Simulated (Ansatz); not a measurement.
# BH₄O (doublet): the correlation ladder at distance B1–H4 along a hydrogen transfer = 1.291 Å, cc-pVDZ

How much of the correlation energy of BH₄O (doublet) does each wave-function method recover here?

The runs use Ansatz 0.2.0, Gaussian basis; cc-pVDZ, core rule «outside noble gas», up to 2 orbitals frozen.

Plan: UHF; CCSD(T) on ROHF; CCSD(T) on UHF; BCCD(T) on ROHF; CISD; CCSDT(Q) on ROHF; CCSDT(Q) on UHF; CASSCF and MRCISD+Q, 3 electrons in 3 orbitals; CASSCF and NEVPT2, 3 electrons in 3 orbitals.

5 further runs of the same task are left out: 1 for a mislabelled method, 2 that didn't finish, 2 set aside as unsound or not needed.

## 1. What is computed

The geometry derives from fragments relaxed apart (PBE0/def2-TZVP) and kept rigid, so it is no stationary point. A hydrogen atom is moved between rigid fragments.

6 atoms, charge 0, spin multiplicity 2.

Atoms are counted from 1 here; the program's logs count them from 0.

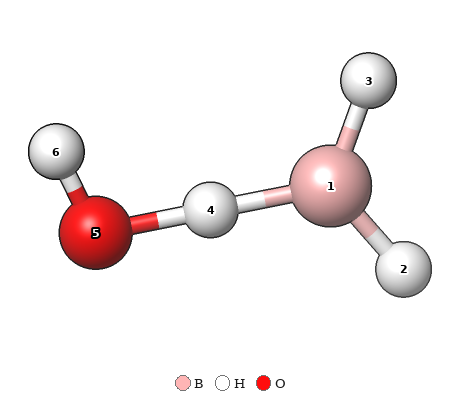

The structure; boron pink, hydrogen white, oxygen red; atoms are numbered from 1 in the order of the file.

## 2. UHF

Contents of in.yaml:

```yaml
crystal:
  periodic: [false, false, false]
  atoms:
    - {symbol: B, position_ang: [-1.403783, 0.030718, 0.000000]}
    - {symbol: H, position_ang: [-2.000516, 1.064290, 0.000000]}
    - {symbol: H, position_ang: [-2.000517, -1.002853, 0.000000]}
    - {symbol: H, position_ang: [-0.112783, 0.030718, 0.000000]}
    - {symbol: O, position_ang: [1.121217, 0.030718, 0.000000]}
    - {symbol: H, position_ang: [1.373076, -0.909232, 0.000000]}
basis:
  gaussian: {orbitals: cc-pVDZ}
magnetization: {spin_polarized: true, initial_magnetization: 1}
hamiltonian: {xc: hf}
output: {orbitals: {seedname: orbitals}}
```

Started as:

```
$ ansatz run in.yaml --threads 1 --pin off --events-out ev --progress --plain --max-ram 2393MiB
```

After this run come: CCSD(T) on ROHF; CCSD(T) on UHF; BCCD(T) on ROHF; CISD; CCSDT(Q) on ROHF; CCSDT(Q) on UHF; CASSCF and MRCISD+Q, 3 electrons in 3 orbitals; CASSCF and NEVPT2, 3 electrons in 3 orbitals.

Q: Predict the results of all the runs planned. Wanted: UCCSDT(Q) below the RHF energy; RMP2 from UCCSDT(Q); UMP2 from UCCSDT(Q); RCCSD from UCCSDT(Q); RCCSD(T) from UCCSDT(Q); UCCSD(T) from UCCSDT(Q); RCCSDT(Q) from UCCSDT(Q); MRCISD+Q pair from UCCSDT(Q); T1 diagnostic.

As calculated:

```
                         quantity                                                   value
   UCCSDT(Q) below the RHF energy                                              -8.8801 eV
              RMP2 from UCCSDT(Q)                                             +1101.2 meV
              UMP2 from UCCSDT(Q)                                             +1179.6 meV
             RCCSD from UCCSDT(Q)                                              +213.1 meV
          RCCSD(T) from UCCSDT(Q)                                               +41.3 meV
          UCCSD(T) from UCCSDT(Q)                                               +41.6 meV
         RCCSDT(Q) from UCCSDT(Q)                                                +0.6 meV
     MRCISD+Q pair from UCCSDT(Q)                                              +121.7 meV
levels within 1 kcal/mol (43 meV)  RCCSD(T), UCCSD(T), BCCD(T), RCCSDT, UCCSDT, RCCSDT(Q)
                    T1 diagnostic                                                   0.028
```

RCCSD(T) lands +41.3 meV from the yardstick (0.5 % of the correlation energy). These misses are within one basis, not against nature; the frozen cores of restricted and unrestricted runs differ, which can shift their rows.
